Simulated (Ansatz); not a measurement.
## Electronic structure of H5NPSi (SMILES N[SiH2][PH]) (doublet) in real space

```xyz
8

N    -0.2838   -0.7356   -0.3285
P     2.6551    0.9691   -0.7097
Si    0.4638    0.5612   -1.2060
H    -0.4724   -0.6185    0.6631
H    -0.0012   -1.6923   -0.5216
H    -0.3109    1.8067   -0.9201
H     0.3768    0.2330   -2.6612
H     2.6972    2.0417   -1.6651
```

Geometry: B3LYP-D3(BJ)/def2-SVP.

Method: isolated molecule in a Gaussian basis; Kohn-Sham density functional theory, functional PBE0 (Ansatz 0.2.0).

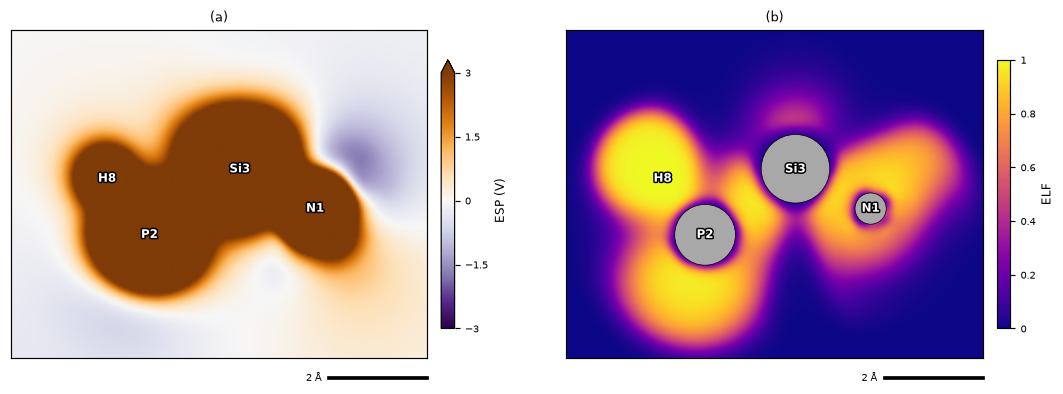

Figure 1. (a) electrostatic potential; (b) ELF on the plane of atoms Si3, P2 and H8. Grey discs cover the atomic cores in the ELF map.

### Describe what can be read from this map.

The plane passes through N, P, Si and H nuclei. Si–N (1.74 Å): the ELF peaks at about 0.90 between the atoms; a polar covalent bond. Si–P (2.28 Å): the ELF peaks at about 0.95 between the atoms; a shared electron pair. P–H (1.44 Å): the ELF climbs to about 1 towards the hydrogen, as it does in any bond to H. The ELF also peaks beside P2 and N1, away from the bonds: non-bonding electrons, paired or unpaired. Outside the dense part of the molecule the potential is most negative (−1.7 V) near N1.

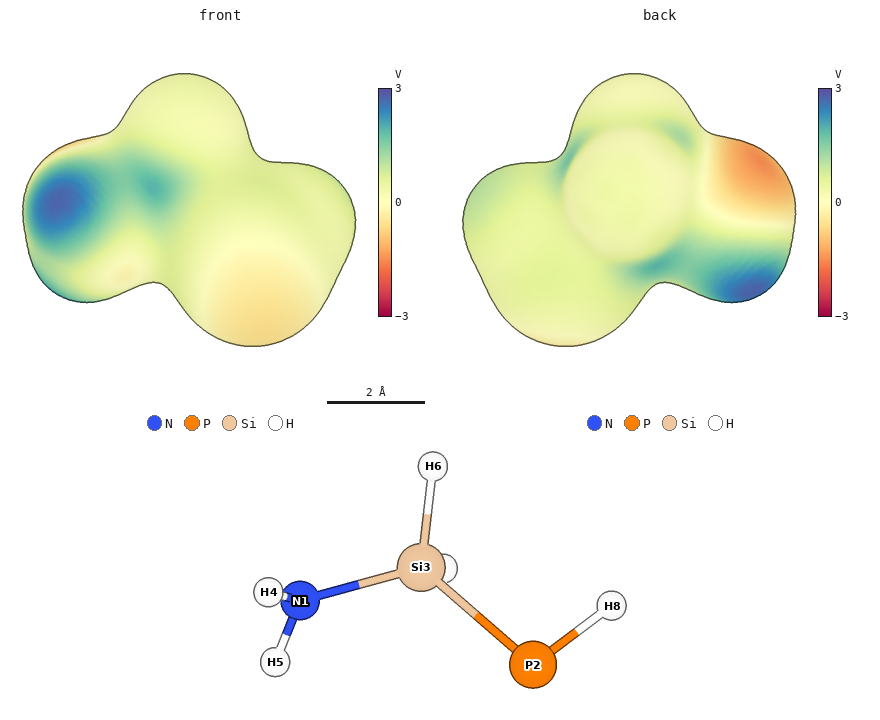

Figure 2. The electrostatic potential painted on the density surface at 0.004 e/bohr³, seen from the front and from behind; the colour scale runs from red (negative) to blue (positive). The bare structure is drawn below in the same view.

### Where is the surface potential most negative and most positive?

The most negative region (about −1.4 V) lies over N1, the most positive (about +2.7 V) over H4 and H5. N1 is the likeliest acceptor of a hydrogen bond.

### What dipole moment does the calculation give?

Its dipole moment is 0.97 D.

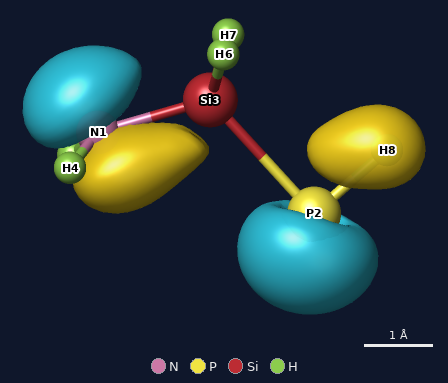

Figure 3. The HOMO−1 (β) at ±0.15 Å⁻³ᐟ² (yellow and cyan are the two phases), seen across its widest extent.

### Describe this orbital and give its energy.

Its weight (Hirshfeld) is mainly on P2 (about 40 %), N1 (about 35 %), Si3 (about 10 %) and H8 (about 10 %); largely a combination of lone pairs on P2 and N1. Its energy is −8.24 eV.
